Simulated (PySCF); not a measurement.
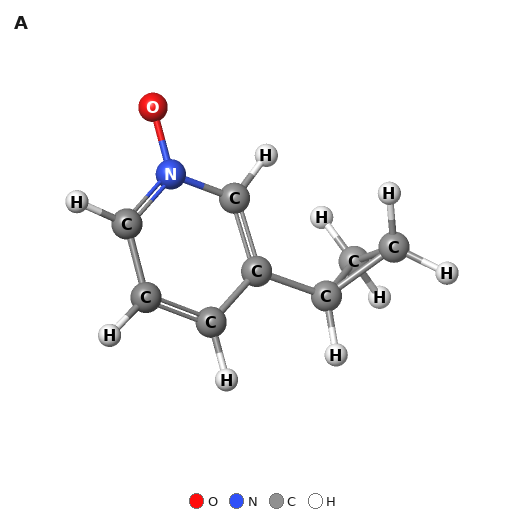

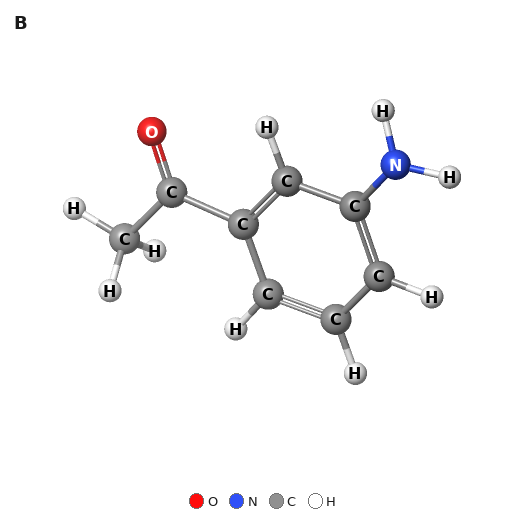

2 stationary structures of one formula. Geometries: GFN2-xTB. Electronic energies: PBE0/pcSseg-1 (PySCF 2.14.0), without zero-point energy. No frequency run is at hand to confirm each as a minimum. Each is one conformer, not always the lowest.

> Are they conformers, stereoisomers or constitutional isomers?

They are constitutional isomers of C8H9NO: A `[O-][n+]1cccc(C2CC2)c1`, B `CC(=O)c1cccc(N)c1`.

> Which is lowest in energy, and by how much?

B is lowest; A lies 264.1 kJ/mol above it.
